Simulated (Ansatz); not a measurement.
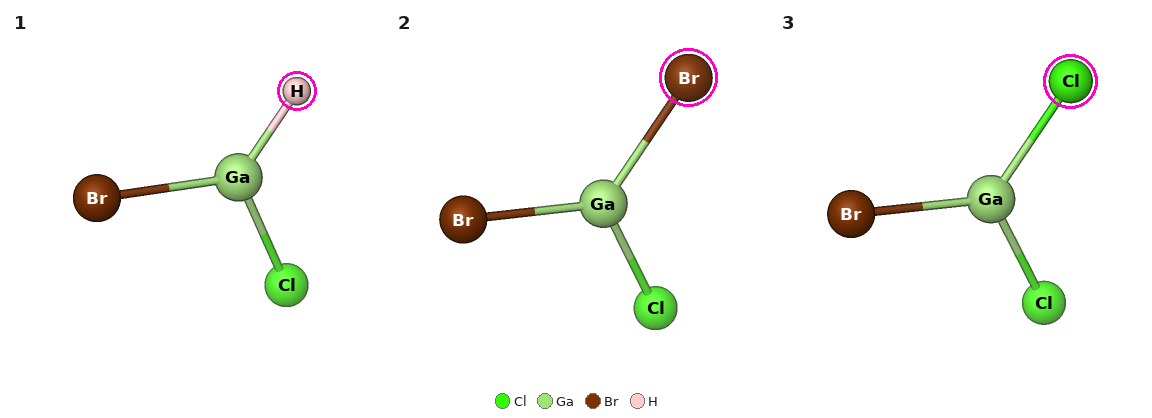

3 molecules with one skeleton, seen from the same side and at one scale; the atom that differs is circled. Each species is neutral and a spin singlet. Computed geometries: PBE0-D4/def2-TZVP optimisations, one conformation each. Properties computed with Ansatz 0.2.0.

One atom differs, called X below: H in panel 1, Br in panel 2, Cl in panel 3. Their formulas are BrClGaH (`[Cl][GaH][Br]`), GaBr2Cl (`[Cl][Ga]([Br])[Br]`), GaBrCl2 (`[Cl][Ga]([Cl])[Br]`).

**Rank them by the HOMO–LUMO gap, lowest first (ωB97M-V/def2-TZVPP).**

1 (H), 2 (Br), 3 (Cl).

**Rank them by the length of X–Ga, lowest first (PBE0-D4/def2-TZVP).**

1 (H), 3 (Cl), 2 (Br).

Give the values. With PBE0-D4/def2-TZVP: length of X–Ga (Å), angle Cl–Ga–X (°). With ωB97M-V/def2-TZVPP: dipole moment (D), HOMO energy (Kohn–Sham orbital) (eV), HOMO–LUMO gap (eV).

| quantity | 1 (H) | 2 (Br) | 3 (Cl) |
| --- | --- | --- | --- |
| length of X–Ga (Å) | 1.547 | 2.258 | 2.115 |
| angle Cl–Ga–X (°) | 121.7 | 119.6 | 119.2 |
| dipole moment (D) | 1.60 | 0.26 | 0.28 |
| HOMO energy (Kohn–Sham orbital) (eV) | −10.84 | −11.04 | −11.23 |
| HOMO–LUMO gap (eV) | 10.78 | 10.83 | 11.14 |
